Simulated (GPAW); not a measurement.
# Y L₃ edge of YCu (Pm-3m): cell size and cost

How large a supercell does the Y L₃ edge of YCu (Pm-3m) need, and what does it cost? The absorber has 8 Cu at 2.99 Å and 6 Y at 3.46 Å (cube and octahedron, as in bcc, site symmetry m-3m).

The runs were made apart and are set side by side; the one with the holes farthest apart serves as the reference. All curves get a further Gaussian of 1.5 eV full width, so that line shapes and meshes matter less.

### 1. Cost and result by level

| run | hole distance (Å) | k mesh | core time | raw zero (eV) | zero less the added terms (eV) | r.m.s. from the reference after the best shift (%) |
| --- | --- | --- | --- | --- | --- | --- |
| GPAW LDA, 8 atoms | 6.0 | 5×5×5 | 3.3 min | 2095.0 | - | 4 |
| GPAW LDA, 16 atoms | 6.9 | 4×4×4 | 45 min | 2095.0 | - | - |

Times are from shared hosts.

| E (eV) | GPAW LDA, 8 atoms | GPAW LDA, 16 atoms |
| --- | --- | --- |
| -2.0 | 0.05 | 0.05 |
| -0.5 | 0.90 | 0.91 |
| 1.0 | 2.24 | 2.29 |
| 2.5 | 2.35 | 2.20 |
| 4.0 | 1.34 | 1.41 |
| 5.5 | 1.23 | 1.27 |
| 7.0 | 0.89 | 0.93 |
| 8.5 | 0.87 | 0.81 |
| 10.0 | 0.81 | 0.81 |
| 11.5 | 0.57 | 0.60 |
| 13.0 | 0.43 | 0.44 |
| 14.5 | 0.40 | 0.40 |
| 16.0 | 0.49 | 0.48 |
| 17.5 | 0.59 | 0.57 |
| 19.0 | 0.65 | 0.65 |
| 20.5 | 0.58 | 0.60 |
| 22.0 | 0.52 | 0.52 |
| 23.5 | 0.52 | 0.52 |
| 25.0 | 0.54 | 0.54 |
| 26.5 | 0.55 | 0.55 |
| 28.0 | 0.56 | 0.56 |
| 29.5 | 0.55 | 0.55 |
| 31.0 | 0.52 | 0.53 |

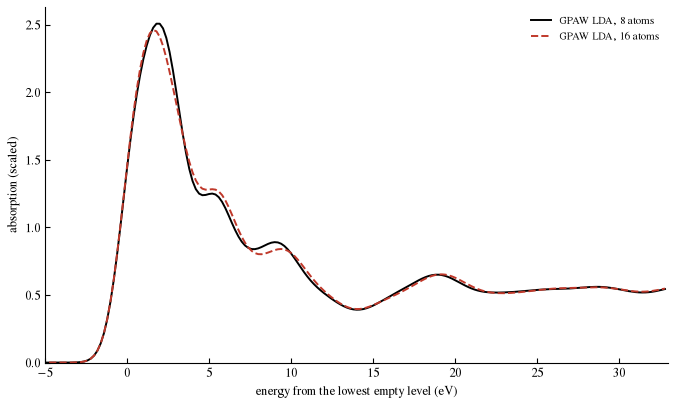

The spectra after the common broadening.

### 2. Reading

The smallest cell differs from the reference by 4 % r.m.s. after a shift of 0.0 eV at 0.072 of its cost, so it already gives the shape. Its highest intensity below 24 eV lies at 1.8 eV against 1.6 eV. Whether the reference itself is converged wasn't tested.

Only the L₃ part is meant: spin–orbit coupling of the core level isn't computed and the L₂ copy isn't added. Lifetime broadening is put in by hand, and intensities beyond about 20 eV depend on it. Some cells keep the holes under 6.5 Å apart, so shapes are probably not fully converged. The structures are entries of the Materials Project (computed), used as given.

[Hosts, paths, dates, database ids (printed as entryN), source tags and the programs' standing remarks are cut or masked in the printed files.]
